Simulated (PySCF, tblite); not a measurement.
**C6H7BOS: geometry, infrared bands and NMR shifts**

Wanted: the infrared bands and NMR shifts of C6H7BOS (`C#C/C=C/SBOC=C`), by calculation.

Computed with tblite 0.8.0 and PySCF 2.14.0, with density-fitted response routines of our own, on a single molecule in the gas phase. Atoms are numbered from 0 throughout.

### 1 The molecule as given

16 atoms, charge 0, multiplicity 1; geometry from: force field or distance geometry start.

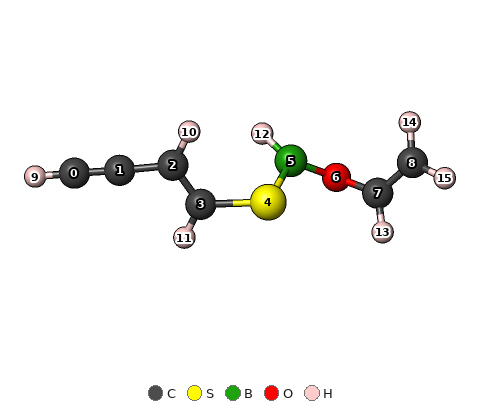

As it starts; carbon dark grey, sulfur yellow, boron green, oxygen red, hydrogen pink, atoms numbered.

### 2 Relaxing the molecule with GFN2-xTB

What the job is given:

```
{"job": {"kind": "relax", "xc": "GFN2-xTB", "basis": "xTB"}, "charge": 0, "multiplicity": 1}
C      4.882500    -0.073200    -1.130400
C      3.794900    -0.017200    -0.589300
C      2.520300     0.009100     0.078100
C      1.638300     0.942000    -0.340900
S      0.000200     1.067600     0.420300
B     -1.037600    -0.356500    -0.271800
O     -2.448800    -0.050000    -0.609000
C     -3.237300     0.654300     0.277900
C     -3.903200     0.089800     1.277400
H      5.824500    -0.100000    -1.614500
H      2.287000    -0.696400     0.860000
H      1.873400     1.634400    -1.122700
H     -0.491400    -1.273400    -0.796100
H     -3.334400     1.707100     0.149100
H     -3.852200    -0.983200     1.453500
H     -4.523800     0.721800     1.947000
```

Command:

```sh
$ OMP_NUM_THREADS=1 python probes_run.py task.json out
```

The driver reads the jobs from task.json and runs them one after another.

**Question.** This job is followed by: GFN2-xTB harmonic vibrations, gas phase; GIAO PBE0/pcSseg-1 NMR shielding, non-relativistic, gas phase. What will the session give for the following? strongest single infrared mode (GFN2-xTB); zero-point energy (GFN2-xTB); 13C shifts against TMS (PBE0/pcSseg-1); 1H shifts against TMS (PBE0/pcSseg-1); 33S shifts against CS2 (PBE0/pcSseg-1); 11B shifts against BF3·OEt2 (PBE0/pcSseg-1); 17O shifts against H2O (PBE0/pcSseg-1); surface potential, least and greatest.

As calculated:

```
                                   quantity                                         value
  strongest single infrared mode (GFN2-xTB)                         1285 cm⁻¹, 765 km/mol
               zero-point energy (GFN2-xTB)                                 69.2 kcal/mol
     13C shifts against TMS (PBE0/pcSseg-1)    153.7, 144.9, 120.4, 107.5, 89.8, 85.5 ppm
      1H shifts against TMS (PBE0/pcSseg-1)  7.14, 6.90, 6.00, 5.55, 5.35, 4.96, 2.78 ppm
     33S shifts against CS2 (PBE0/pcSseg-1)                                        66 ppm
11B shifts against BF3·OEt2 (PBE0/pcSseg-1)                                      39.7 ppm
     17O shifts against H2O (PBE0/pcSseg-1)                                     238.2 ppm
      surface potential, least and greatest                            -0.76 V and 1.29 V
```

In words: Over 118 steps the energy fell by 1.076 eV; of the close pairs, B5–O6 changed most, 1.483 to 1.328 Å. No mode is imaginary among the 42: a minimum at this level. The strongest single mode, at 1285 cm⁻¹, moves mainly O6 and B5. GFN2-xTB is a fitted tight-binding method: band positions and strengths are rough. Its intensities can rank the bands wrongly. At PBE0/pcSseg-1: Shielding is most anisotropic at O6 (span 363 ppm, paramagnetic term -296 ppm). At PBE0/pcSseg-1, counted by nearest atom on the grid, the HOMO lies on S4 27 %; C0, C2 about 17 % each, the LUMO on C3 23 %; C2 17 %.
